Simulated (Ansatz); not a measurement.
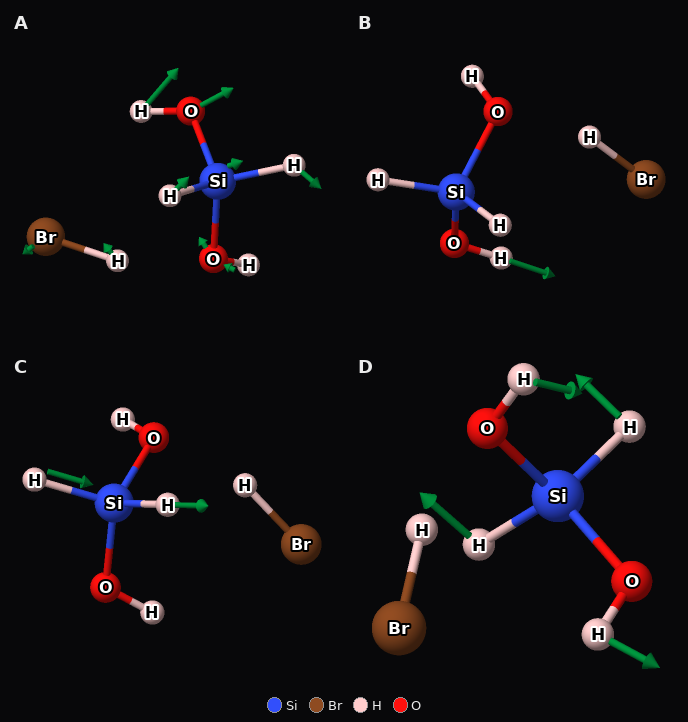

4 normal modes of one molecule or complex, as arrows. Harmonic vibrations computed with RKS PBE0-D4/def2-TZVP (Ansatz 0.2.0) at a stationary point of the same level.

> Match the panels to the wavenumbers 54 cm⁻¹, 935 cm⁻¹, 2269 cm⁻¹, 3870 cm⁻¹.

A: 54 cm⁻¹
B: 3870 cm⁻¹, O–H stretching
C: 2269 cm⁻¹, out-of-phase stretching of 2 Si–H bonds
D: 935 cm⁻¹, angle bending
